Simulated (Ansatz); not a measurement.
**Rh (fcc, Cu type): map of one atom of the cell**

Relaxed Rh (fcc, Cu type):

```
CELL_PARAMETERS angstrom
      3.83026     0.00000     0.00000
      0.00000     3.83026     0.00000
      0.00000     0.00000     3.83026
ATOMIC_POSITIONS crystal
  Rh 0.00000 0.00000 0.00000
  Rh 0.50000 0.50000 0.00000
  Rh 0.50000 0.00000 0.50000
  Rh 0.00000 0.50000 0.50000
```

In this cell atom 1 (Rh, nearest neighbour Rh at 2.708 Å; its periodic images, 3.8 Å or more away, move with it) is moved by u·(1.000, 0.000, 0.000) + v·(0.000, 0.000, 1.000); the rest is frozen.

Computed with PBE (plane waves to 420 eV, PAW, scalar-relativistic; Ansatz, a program for electronic structure). k mesh 10×10×10 (Γ-centred), Fermi-Dirac smearing 0.05 eV. Energies are smeared free energies. Points where atoms come too close for the PAW data are left out (x in tables, blank in figures). With partly filled bands, energies and forces of such displacements shift with the k mesh and the smearing. Rh is run without spin polarisation. Rh was relaxed with its symmetry unable to fall. The PAW data are Ansatz's earlier set. ΔE is measured from the undisplaced structure. Axes are in Å.

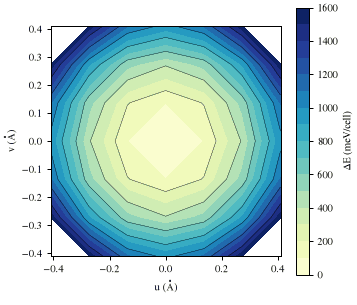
*ΔE (meV/cell) over the 7×7 grid of computed points.*

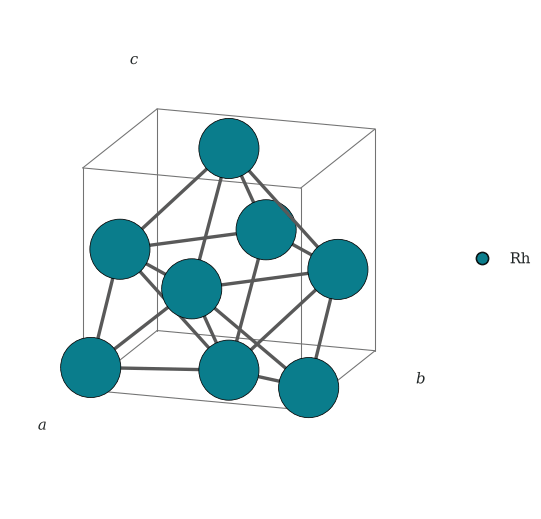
Fig. 1. The cell of the calculation at u = -0.410 Å, v = 0.273 Å.

Centre of the map: a minimum. Lowest place on the grid: u = 0.000 Å, v = 0.000 Å (0 meV/cell). Principal force constants in the plane (five-point differences of the forces): 10.7 eV/Å², isotropic.

(For displaced atoms, the force is minus the slope of the energy, and its curvature is a force constant, which sets phonon frequencies.)
